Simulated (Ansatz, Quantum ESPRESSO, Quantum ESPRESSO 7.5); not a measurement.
# Os(0001), 4 layers, one monolayer of F on fcc sites against a metal electrode

How does the Fermi level of Os(0001), 4 layers, one monolayer of F on fcc sites move as charge is added against a counter-electrode?

Calculated with Quantum ESPRESSO 7.5; plane-wave DFT, PBE, GBRV ultrasoft pseudopotentials (geometry by Ansatz 0.2.0 with PAW datasets; geometry under PBE).

## 1. Set-up

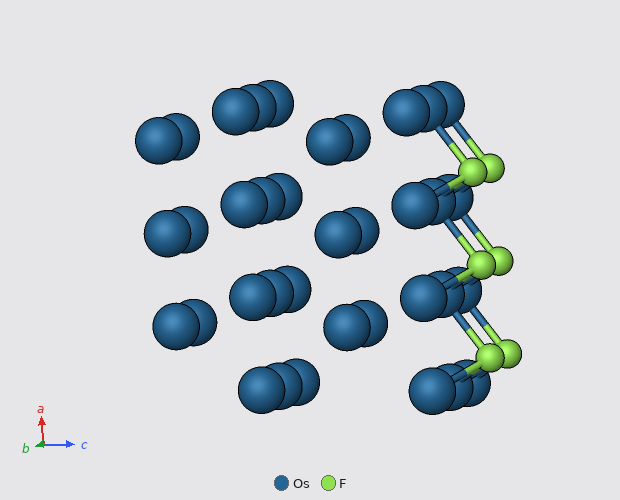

The starting structure, seen from the side, with the c axis across the page (osmium blue, fluorine green). 3×2×1 cells are drawn. Bonds to atoms that aren't drawn are left out. Some periodic images of atoms are drawn too.

The cell holds 5 atoms: 4 Os and 1 F. Cell: a = 2.740 Å, b = 2.740 Å, c = 24.490 Å, α = 90.0°, β = 90.0°, γ = 60.0°. It derives from Os. Vacuum lies along c.

Coordinates:

```cif
data_structure
_symmetry_space_group_name_H-M 'P 1'
_symmetry_Int_Tables_number 1
_cell_length_a 2.7400
_cell_length_b 2.7400
_cell_length_c 24.4897
_cell_angle_alpha 90.000
_cell_angle_beta 90.000
_cell_angle_gamma 60.000
_cell_volume 159.23
loop_
_atom_site_label
_atom_site_type_symbol
_atom_site_fract_x
_atom_site_fract_y
_atom_site_fract_z
_atom_site_occupancy
Os1 Os 0.66667 0.66667 0.31850 1
Os2 Os 0.00000 0.00000 0.40683 1
Os3 Os 0.66667 0.66667 0.49517 1
Os4 Os 0.00000 0.00000 0.58350 1
F5 F 0.33333 0.33333 0.63413 1
```

This run has no spin polarisation, although Os can carry a moment. A spin-polarised state was not tried and may lie lower.

## 2. Geometry from Ansatz

The geometry comes first, from a plane-wave PAW code, so that the later runs on this slab share one structure.

Contents of input.yaml:

```yaml
crystal:
  lattice:
    - [2.74, 0.0, 0.0]
    - [1.37, 2.3729096064, 0.0]
    - [0.0, 0.0, 24.48969]
  atoms:
    - { symbol: Os, position: [0.6666666667, 0.6666666667, 0.3185013775] }
    - { symbol: Os, position: [0.0, 0.0, 0.4068336512] }
    - { symbol: Os, position: [0.6666666667, 0.6666666667, 0.4951659249] }
    - { symbol: Os, position: [0.0, 0.0, 0.5834981986] }
    - { symbol: F, position: [0.3333333333, 0.3333333333, 0.6341312021] }
kpoints:
  mp_grid: { grid: [12, 12, 1] }
hamiltonian:
  xc: pbe
scf:
  occupations: { method: fermi_dirac, width: 0.1 }
  convergence: { dr2_threshold: 1.0e-08 }
efield:
  axis: 3
  dipole_correction: true
  ramp_position: 0.97
  ramp_width: 0.04
relax:
  f_tol: 0.01
  constraints: [{ sites: [0, 1] }]
output:
  write_potential: true
  write_density: true
  volumetric_format: npy
```

On the command line:

```bash
$ ansatz run input.yaml --threads 4 --pin off --max-ram 8192MiB --backend cpu --events-out ev --progress --plain --runs-dir out
```

Numbers of over 12 decimals in the logs are rounded to 6 here.

The log of the run:

```text
Engine: ansatz 0.2.0, aarch64-unknown-linux-gnu
Pseudopotentials: kind: paw
Pseudopotential: Os, paw, valence charge 16, recommended cutoff 420 eV (normal), Os.paw.azcp
Pseudopotential: F, paw, valence charge 7, recommended cutoff 420 eV (normal), F.paw.azcp
Functional definition: PBE
  parameter kappa = 0.804
  parameter beta = 0.066725
  exchange = pbe_x(kappa = kappa, mu = beta*pi^2/3)
  correlation = pbe_c(beta = beta)
Crystal: 5 atoms, lattice volume = 159.226 Å³
Basis set: ecut = 420 eV, 3123 PW (Γ), exchange–correlation on 40×40×360 points (8 copies of the dense FFT grid, shifted against one another)
Bands: 43, of which v1, the nominal top of the filled ones, is band 36 counted from 1 (35 counted from 0)
Symmetry: 6 space group operations
Space group: P3m1 (ITA 156), of the structure as read, at distance tolerance 5.4e-5 Å
k-points: 19 of 144 (time reversal used)
Non-local potential: Os, projectors of the file, l = 0: 3, l = 1: 2, l = 2: 2, l = 3: 1
Non-local potential: F, projectors of the file, l = 0: 2, l = 1: 2, l = 2: 1
PAW form: soft (Blöchl's): semilocal exchange-correlation on the pseudo side does not see the compensation charge
PAW one-centre angular grid: Os, 590 points (default); XC on 64 Gauss nodes
PAW one-centre angular grid: F, 110 points (default); XC on 64 Gauss nodes
Initial density: superposition of atomic densities (neutral atoms: chi_scale 0, normalization atom), corrected by the library's trained network
Initial wavefunctions: pseudopotential atomic-orbital guess
Functional: x = pbe(κ = 0.804, μ = 0.219515), c = pbe(β = 0.066725)
SCF iter   1: F=—  HF=-46342.399270 eV  |F-HF|=—  |Δ(HF+E_count)|=         —  Δρ=2.57e-2  dr2=2.17e1  ethr=1.77e-3  p=0.148 e·Å  D=1.69e-1 V/Å  ΔV_dip=-4.13 eV  dr2_dipole=1.00e1  V_vac-E_F(+/−)=1.55/5.68 eV  ⟨swp⟩=8.4  Hψ=3997  notcnv=0
efield: sawtooth ramp at fractional position 0.9700 (set: `efield.ramp_position`, or a place that a band, a saddle search or an elastic batch's reference lends), width 0.0400; the density the first Hamiltonian is built on has a dipole p = 0.148 e·Å; the dipole correction subtracts the counter field D = 1.69e-1 V/Å, which shifts the + side's vacuum level by -4.13 eV against the − side's; the planar-averaged density in the ramp window peaks in size at 9.5e-5 e/Å³
preconditioner: auto → LDOS  [metal: Δε(μ)=0.021 eV  Ē_g=6.815 eV  σ=0.100 eV  W_gap=0.05  n_scr=18 (ndim 8)  ℏωp=17.9 eV  f_vac=0.563  D(μ)=5.07/eV (n_scr^D=18)  β→1.0]
SCF iter   2: F=—  HF=-46342.136659 eV  |F-HF|=—  |Δ(HF+E_count)|=   2.63e-1  Δρ=6.55e-3  dr2=8.47e-1  ethr=1.77e-3  p=0.088 e·Å  D=9.97e-2 V/Å  ΔV_dip=-2.44 eV  dr2_dipole=3.39e-1  V_vac-E_F(+/−)=2.92/5.36 eV  ⟨swp⟩=2.0  Hψ=1069  notcnv=0
SCF iter   3: F=—  HF=-46342.138072 eV  |F-HF|=—  |Δ(HF+E_count)|=   1.41e-3  Δρ=4.01e-3  dr2=9.83e-2  ethr=1.19e-3  p=0.079 e·Å  D=9.01e-2 V/Å  ΔV_dip=-2.21 eV  dr2_dipole=2.29e-2  V_vac-E_F(+/−)=3.25/5.45 eV  ⟨swp⟩=2.1  Hψ=1172  notcnv=0
SCF iter   4: F=—  HF=-46342.121125 eV  |F-HF|=—  |Δ(HF+E_count)|=   1.69e-2  Δρ=9.40e-4  dr2=5.90e-3  ethr=1.38e-4  p=0.073 e·Å  D=8.34e-2 V/Å  ΔV_dip=-2.04 eV  dr2_dipole=9.15e-4  V_vac-E_F(+/−)=3.31/5.36 eV  ⟨swp⟩=2.5  Hψ=1398  notcnv=0
SCF iter   5: F=—  HF=-46342.120520 eV  |F-HF|=—  |Δ(HF+E_count)|=   6.04e-4  Δρ=4.41e-4  dr2=5.34e-4  ethr=8.31e-6  p=0.072 e·Å  D=8.16e-2 V/Å  ΔV_dip=-2.00 eV  dr2_dipole=7.83e-7  V_vac-E_F(+/−)=3.36/5.36 eV  ⟨swp⟩=2.7  Hψ=1341  notcnv=0
SCF iter   6: F=—  HF=-46342.120503 eV  |F-HF|=—  |Δ(HF+E_count)|=   1.75e-5  Δρ=1.93e-4  dr2=2.64e-4  ethr=7.53e-7  p=0.071 e·Å  D=8.08e-2 V/Å  ΔV_dip=-1.98 eV  dr2_dipole=1.31e-5  V_vac-E_F(+/−)=3.38/5.36 eV  ⟨swp⟩=2.4  Hψ=1304  notcnv=0
SCF iter   7: F=—  HF=-46342.120484 eV  |F-HF|=—  |Δ(HF+E_count)|=   1.86e-5  Δρ=1.08e-4  dr2=2.39e-5  ethr=3.72e-7  p=0.071 e·Å  D=8.01e-2 V/Å  ΔV_dip=-1.96 eV  dr2_dipole=1.12e-7  V_vac-E_F(+/−)=3.40/5.36 eV  ⟨swp⟩=2.0  Hψ=1065  notcnv=0
SCF iter   8: F=—  HF=-46342.120454 eV  |F-HF|=—  |Δ(HF+E_count)|=   3.00e-5  Δρ=2.08e-5  dr2=1.19e-6  ethr=3.37e-8  p=0.070 e·Å  D=7.99e-2 V/Å  ΔV_dip=-1.96 eV  dr2_dipole=1.08e-7  V_vac-E_F(+/−)=3.40/5.36 eV  ⟨swp⟩=2.8  Hψ=1556  notcnv=0
SCF iter   9: F=—  HF=-46342.120451 eV  |F-HF|=—  |Δ(HF+E_count)|=   2.89e-6  Δρ=5.29e-6  dr2=4.81e-8  ethr=1.68e-9  p=0.070 e·Å  D=7.98e-2 V/Å  ΔV_dip=-1.95 eV  dr2_dipole=3.18e-9  V_vac-E_F(+/−)=3.40/5.36 eV  ⟨swp⟩=2.7  Hψ=1406  notcnv=0
SCF iter  10: F=-46342.120451 eV  HF=-46342.120451 eV  |F-HF|=1.01e-8  |Δ(HF+E_count)|=   1.49e-7  Δρ=1.03e-6  dr2=1.83e-9  ethr=1.41e-11  p=0.070 e·Å  D=7.98e-2 V/Å  ΔV_dip=-1.95 eV  dr2_dipole=2.72e-10  V_vac-E_F(+/−)=3.40/5.36 eV  ⟨swp⟩=11.6  Hψ=6583  notcnv=0
SCF 1 converged in 10 iterations: F = -46342.120451 eV  dr2 = 1.83e-9
  greatest PAW one-centre occupation: 1.000 electrons in one spin orbital (limit 2), on the Os atom at site 1 (counted from 0), in its partial waves of l = 0
relax step   1: F+E_penalty+E_count = -46342.12045149 eV  Δ(F+E_penalty+E_count) = +0.000e0 eV  max|allowed force component| = 7.551e0 eV/Å  Δτ_max = 0.0000 Å  (10 SCF iters, accepted)
Initial density: handed on by an earlier stage of this run
Initial wavefunctions: those handed on with the density
SCF iter   1: F=—  HF=-46343.735029 eV  |F-HF|=—  |Δ(HF+E_count)|=         —  Δρ=1.84e-2  dr2=8.53e0  ethr=3.10e-3  p=0.070 e·Å  D=7.98e-2 V/Å  ΔV_dip=-1.96 eV  dr2_dipole=4.02e0  V_vac-E_F(+/−)=3.59/5.54 eV  ⟨swp⟩=5.4  Hψ=2496  notcnv=0
efield: sawtooth ramp at fractional position 0.9700 (set: `efield.ramp_position`, or a place that a band, a saddle search or an elastic batch's reference lends), width 0.0400; the density the first Hamiltonian is built on has a dipole p = 0.070 e·Å; the dipole correction subtracts the counter field D = 7.98e-2 V/Å, which shifts the + side's vacuum level by -1.96 eV against the − side's; the planar-averaged density in the ramp window peaks in size at 7.9e-6 e/Å³
preconditioner: auto → LDOS  [metal: Δε(μ)=0.020 eV  Ē_g=7.615 eV  σ=0.100 eV  W_gap=0.05  n_scr=18 (ndim 8)  ℏωp=18.4 eV  f_vac=0.559  D(μ)=4.35/eV (n_scr^D=16)  β→1.0]
SCF iter   2: F=—  HF=-46343.415013 eV  |F-HF|=—  |Δ(HF+E_count)|=   3.20e-1  Δρ=9.42e-3  dr2=2.29e-1  ethr=3.10e-3  p=-0.035 e·Å  D=-4.02e-2 V/Å  ΔV_dip=0.98 eV  dr2_dipole=4.22e-3  V_vac-E_F(+/−)=6.29/5.31 eV  ⟨swp⟩=2.0  Hψ=1441  notcnv=0
SCF iter   3: F=—  HF=-46343.404716 eV  |F-HF|=—  |Δ(HF+E_count)|=   1.03e-2  Δρ=3.13e-3  dr2=5.98e-2  ethr=3.22e-4  p=-0.018 e·Å  D=-2.08e-2 V/Å  ΔV_dip=0.51 eV  dr2_dipole=1.46e-2  V_vac-E_F(+/−)=5.86/5.35 eV  ⟨swp⟩=2.1  Hψ=1415  notcnv=0
[...]
SCF iter   6: F=—  HF=-46343.579454 eV  |F-HF|=—  |Δ(HF+E_count)|=   4.99e-5  Δρ=1.13e-4  dr2=5.16e-5  ethr=2.85e-7  p=-0.079 e·Å  D=-8.93e-2 V/Å  ΔV_dip=2.19 eV  dr2_dipole=5.76e-7  V_vac-E_F(+/−)=7.53/5.35 eV  ⟨swp⟩=2.1  Hψ=1156  notcnv=0
SCF iter   7: F=—  HF=-46343.579458 eV  |F-HF|=—  |Δ(HF+E_count)|=   4.38e-6  Δρ=3.19e-5  dr2=4.38e-6  ethr=7.27e-8  p=-0.079 e·Å  D=-8.94e-2 V/Å  ΔV_dip=2.19 eV  dr2_dipole=2.91e-7  V_vac-E_F(+/−)=7.54/5.35 eV  ⟨swp⟩=2.4  Hψ=1156  notcnv=0
SCF iter   8: F=—  HF=-46343.579465 eV  |F-HF|=—  |Δ(HF+E_count)|=   6.59e-6  Δρ=8.61e-6  dr2=2.39e-7  ethr=6.17e-9  p=-0.079 e·Å  D=-8.94e-2 V/Å  ΔV_dip=2.19 eV  dr2_dipole=6.54e-10  V_vac-E_F(+/−)=7.54/5.35 eV  ⟨swp⟩=2.2  Hψ=1241  notcnv=0
SCF iter   9: F=—  HF=-46343.579465 eV  |F-HF|=—  |Δ(HF+E_count)|=   3.29e-7  Δρ=2.24e-6  dr2=4.30e-8  ethr=3.37e-10  p=-0.079 e·Å  D=-8.95e-2 V/Å  ΔV_dip=2.19 eV  dr2_dipole=1.78e-8  V_vac-E_F(+/−)=7.54/5.35 eV  ⟨swp⟩=2.9  Hψ=1638  notcnv=0
SCF iter  10: F=-46343.579465 eV  HF=-46343.579465 eV  |F-HF|=4.50e-9  |Δ(HF+E_count)|=   5.99e-8  Δρ=5.86e-7  dr2=8.84e-10  ethr=1.41e-11  p=-0.079 e·Å  D=-8.95e-2 V/Å  ΔV_dip=2.19 eV  dr2_dipole=4.36e-12  V_vac-E_F(+/−)=7.54/5.35 eV  ⟨swp⟩=10.8  Hψ=6113  notcnv=0
SCF 3 converged in 10 iterations: F = -46343.579465 eV  dr2 = 8.84e-10
relax step   3: F+E_penalty+E_count = -46343.57946523 eV  Δ(F+E_penalty+E_count) = -1.798e-1 eV  max|allowed force component| = 2.039e-1 eV/Å  Δτ_max = 0.1953 Å  (10 SCF iters, accepted)
[...]
relax step   4: F+E_penalty+E_count = -46343.58027851 eV  Δ(F+E_penalty+E_count) = -8.133e-4 eV  max|allowed force component| = 1.441e-1 eV/Å  Δτ_max = 0.0161 Å  (8 SCF iters, accepted)
SCF iter   1: F=—  HF=-46343.580939 eV  |F-HF|=—  |Δ(HF+E_count)|=         —  Δρ=6.02e-4  dr2=2.44e-3  ethr=9.62e-6  p=-0.079 e·Å  D=-8.93e-2 V/Å  ΔV_dip=2.19 eV  dr2_dipole=1.13e-3  V_vac-E_F(+/−)=7.53/5.34 eV  ⟨swp⟩=2.3  Hψ=1548  notcnv=0
efield: sawtooth ramp at fractional position 0.9700 (set: `efield.ramp_position`, or a place that a band, a saddle search or an elastic batch's reference lends), width 0.0400; the density the first Hamiltonian is built on has a dipole p = -0.079 e·Å; the dipole correction subtracts the counter field D = -8.93e-2 V/Å, which shifts the + side's vacuum level by +2.19 eV against the − side's; the planar-averaged density in the ramp window peaks in size at 3.2e-6 e/Å³
preconditioner: auto → LDOS  [metal: Δε(μ)=0.102 eV  Ē_g=6.974 eV  σ=0.100 eV  W_gap=0.25  n_scr=18 (ndim 8)  ℏωp=18.4 eV  f_vac=0.551  D(μ)=4.03/eV (n_scr^D=16)  β→1.0]
SCF iter   2: F=—  HF=-46343.580858 eV  |F-HF|=—  |Δ(HF+E_count)|=   8.09e-5  Δρ=2.57e-4  dr2=4.24e-4  ethr=3.44e-6  p=-0.078 e·Å  D=-8.85e-2 V/Å  ΔV_dip=2.17 eV  dr2_dipole=2.55e-6  V_vac-E_F(+/−)=7.51/5.35 eV  ⟨swp⟩=2.0  Hψ=1302  notcnv=0
SCF iter   3: F=—  HF=-46343.580809 eV  |F-HF|=—  |Δ(HF+E_count)|=   4.92e-5  Δρ=1.80e-4  dr2=9.66e-5  ethr=5.97e-7  p=-0.078 e·Å  D=-8.83e-2 V/Å  ΔV_dip=2.16 eV  dr2_dipole=5.93e-6  V_vac-E_F(+/−)=7.51/5.34 eV  ⟨swp⟩=3.0  Hψ=1571  notcnv=0
SCF iter   4: F=—  HF=-46343.580779 eV  |F-HF|=—  |Δ(HF+E_count)|=   3.03e-5  Δρ=6.23e-5  dr2=8.52e-6  ethr=1.36e-7  p=-0.078 e·Å  D=-8.82e-2 V/Å  ΔV_dip=2.16 eV  dr2_dipole=4.26e-7  V_vac-E_F(+/−)=7.51/5.35 eV  ⟨swp⟩=2.2  Hψ=1199  notcnv=0
SCF iter   5: F=—  HF=-46343.580784 eV  |F-HF|=—  |Δ(HF+E_count)|=   5.55e-6  Δρ=2.26e-5  dr2=2.34e-6  ethr=1.20e-8  p=-0.078 e·Å  D=-8.81e-2 V/Å  ΔV_dip=2.16 eV  dr2_dipole=1.44e-8  V_vac-E_F(+/−)=7.50/5.34 eV  ⟨swp⟩=2.8  Hψ=1697  notcnv=0
SCF iter   6: F=—  HF=-46343.580785 eV  |F-HF|=—  |Δ(HF+E_count)|=   3.71e-7  Δρ=5.52e-6  dr2=1.42e-7  ethr=3.30e-9  p=-0.078 e·Å  D=-8.81e-2 V/Å  ΔV_dip=2.16 eV  dr2_dipole=1.41e-8  V_vac-E_F(+/−)=7.50/5.34 eV  ⟨swp⟩=2.4  Hψ=1287  notcnv=0
SCF iter   7: F=-46343.580785 eV  HF=-46343.580785 eV  |F-HF|=1.51e-8  |Δ(HF+E_count)|=   1.03e-7  Δρ=1.19e-6  dr2=7.97e-9  ethr=1.41e-11  p=-0.078 e·Å  D=-8.81e-2 V/Å  ΔV_dip=2.16 eV  dr2_dipole=1.22e-9  V_vac-E_F(+/−)=7.50/5.34 eV  ⟨swp⟩=9.9  Hψ=6922  notcnv=0
SCF 5 converged in 7 iterations: F = -46343.580785 eV  dr2 = 7.97e-9
relax step   5: F+E_penalty+E_count = -46343.58078490 eV  Δ(F+E_penalty+E_count) = -5.064e-4 eV  max|allowed force component| = 6.670e-3 eV/Å  Δτ_max = 0.0065 Å  (7 SCF iters, accepted)
NSCF: frozen V_eff on 19 k-points
the band table was solved once a step of the walk had ended and its energy, with any forces and stress, was formed, with the checks that follow a solve (3920 applications of the Hamiltonian). They found nothing against the state; the energy, forces and stress were not computed again (output.eigenvalues in the input reference)
WARN: The input density's exchange-correlation potential varies sharply where the density is thin. Do not read a vacuum level from v_tot or v_xc, or from such a field of the output density. On a cell that repeats whose density bears no net charge and no dipole along the vacuum's axis use v_es (v_loc + v_h of the components); under efield.dipole_correction with no amplitude use v_es + v_field, which holds any external [...]
SCF converged after 7 iterations
Free energy (F): -46343.580785 eV
Harris-Foulkes:  -46343.580785 eV  (|F-HF|=1.51e-8)
Internal energy: -46343.445988 eV  (E = F + TS)
E sigma→0 (E₀):  -46343.513387 eV
Entropy (-TS):   -0.134797 eV (-26.959 meV/atom)
Fermi energy:    5.568231 eV
Dipole field:    D = -0.088137 V/Å  (p = -0.077555 e·Å, saw-weighted, corrected)
Work function:   Φ+ = 7.5026 eV   Φ− = 5.3441 eV
Levels:          The Fermi level and band energies are counted from a zero that moves with the ramp; work functions are not
--- Per-component energies (eV) ---
  E_band       = -1594.629946
  E_kinetic    = 2449.855224
  E_local      = -111348.181797  (includes V_loc(G=0)·N_el)
  E_nonlocal   = 65.301230
  E_hartree    = 54689.072460
  E_xc         = -1143.488087
  E_vxc        = -1234.242933  (∫ρ·V_xc dr)
  E_paw        = -36246.540523  (= ΣΔE_a)
  E_vpaw       = -902.512105  (= ΣTr[D̂ρ^β])
  E_aug_tail   = 0.001723  (compensation charges beyond the density's cutoff)
  E_efield     = 0.003418  (sawtooth field / dipole correction)
  E_vefield    = -2.985309  (∫n·V_field dr)
  E_ewald      = 45190.530363
  E_smearing   = -0.134797  (= −TS)
  E_closure    = -0.000000  (closes the sum)
  Σ components = -46343.580785   (vs F -46343.580785, Δ=0.00e0)
--- Forces (eV/Å), atoms counted from 1 ---
  atom   1  Os     0.00000000    -0.00000000     0.50467781
  atom   2  Os    -0.00000000     0.00000000    -0.49974312
  atom   3  Os    -0.00000000    -0.00000000    -0.00296069
  atom   4  Os     0.00000000     0.00000000    -0.00666953
  atom   5  F      0.00000000     0.00000000     0.00474607
  max |Σ_I F_I| component: 5.05e-5 eV/Å
--- Band table (eV; the first three rows and the last of 19) ---
  k-point 0: bands = [... 32 lower, 3.2649, 3.4126, 3.4126, 4.5960, 4.5960, 5.4425, 5.8051, 5.8051, ... 3 higher]
  k-point 1: bands = [... 32 lower, 3.3669, 3.5027, 3.5701, 4.4132, 4.5620, 4.9578, 5.7516, 5.8371, ... 3 higher]
  k-point 2: bands = [... 32 lower, 3.4933, 3.6245, 3.9548, 4.0882, 4.7119, 4.7402, 5.6905, 5.9740, ... 3 higher]
  k-point 18: bands = [... 32 lower, 4.0661, 4.5882, 5.3993, 6.4627, 6.7130, 6.9874, 7.0914, 7.1346, ... 3 higher]
--- Relaxed structure (5 steps of the walk, 5 accepted, 0 SCFs on fresh bases) ---
  F+E_penalty+E_count = -46343.58078490 eV   max|allowed force component| = 6.670e-3 eV/Å
  atoms:
    - { symbol: Os, position: [0.666667, 0.666667, 0.3185013775] }
    - { symbol: Os, position: [-1.850371707762447e-17, -1.850371707762447e-17, 0.4068336512] }
    - { symbol: Os, position: [0.666667, 0.666667, 0.496713] }
    - { symbol: Os, position: [-1.9825965914663474e-17, -1.850371707762447e-17, 0.581499] }
    - { symbol: F, position: [0.333333, 0.333333, 0.649570] }
```

Elapsed: 18 s, on 4 threads of Arm Neoverse V2, shared host; peak memory 0.47 GiB.

Relaxation path:

```tsv
step	energy less that of the first step (eV)	largest force component (eV/Å)
1	0.0000	7.5512
2	-1.2793	2.3474
3	-1.4590	0.2039
4	-1.4598	0.1441
5	-1.4603	0.0067
```

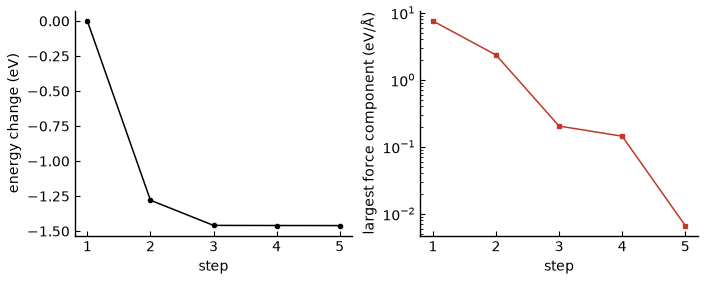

Energy and largest force along the relaxation.

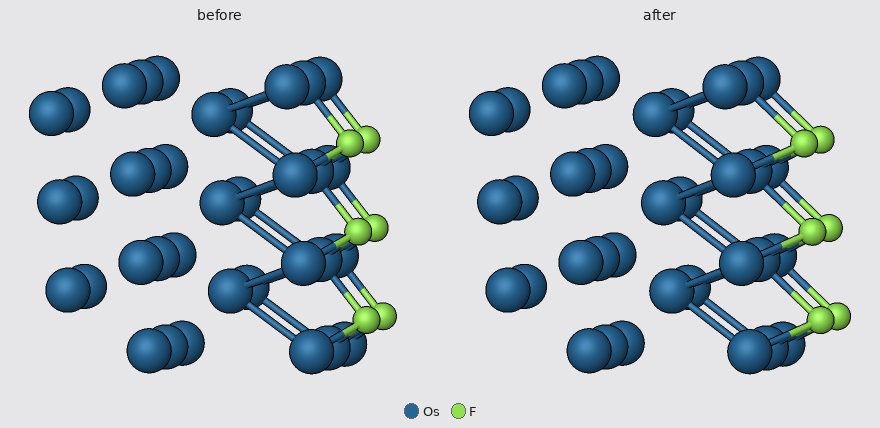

The structure before and after the relaxation, drawn at the same scale.

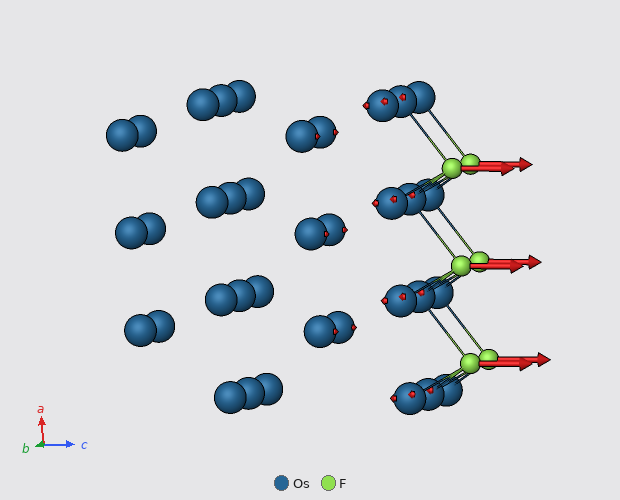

Displacements in the relaxation, exaggerated; the longest in the cell stands for 0.38 Å. Bonds to atoms that aren't drawn are left out. 3×2×1 cells are drawn. Some periodic images of atoms are drawn too.

The atoms that moved most (Å):

```tsv
atom	dx	dy	dz	length
F5	0.000	0.000	0.378	0.378
Os4	0.000	0.000	-0.049	0.049
Os3	0.000	0.000	0.038	0.038
```

Final coordinates:

```xyz
5
Lattice="2.7400 0.0000 0.0000 1.3700 2.3729 0.0000 0.0000 0.0000 24.4897" Properties=species:S:1:pos:R:3
Os    2.7400    1.5819    7.8000
Os    0.0000    0.0000    9.9632
Os    2.7400    1.5819   12.1644
Os    0.0000    0.0000   14.2407
F     1.3700    0.7910   15.9078
```

The relaxation lowers the energy by 292 meV an atom. Held were the atoms numbered 1 and 2; the forces quoted are those on the free ones.

This step gave:

- free energy: -46343.5808 eV
- energy at zero smearing: -46343.5134 eV
- smearing term TS: 0.1348 eV
- Fermi energy: 5.568 eV
- symmetry operations: 6
- work function of the upper face: 7.503 eV
- work function of the lower face: 5.344 eV
- dipole along the normal: -0.07756 e·Å

(Part 1 of 6 ends here.)

[Logs are printed without paths, hosts, clocks, repeated set-up lines and the standing remarks that a program may print on its own settings, such as how far it seeks lower states.]

[Hosts, paths, dates, database ids (printed as entryN), source tags and the programs' standing remarks are cut or masked in the printed files.]

[Maps of the electrostatic potential energy from Ansatz leave out the sawtooth potential of an applied field or a dipole correction, so their vacuum need not be flat; planar profiles and work functions include it.]
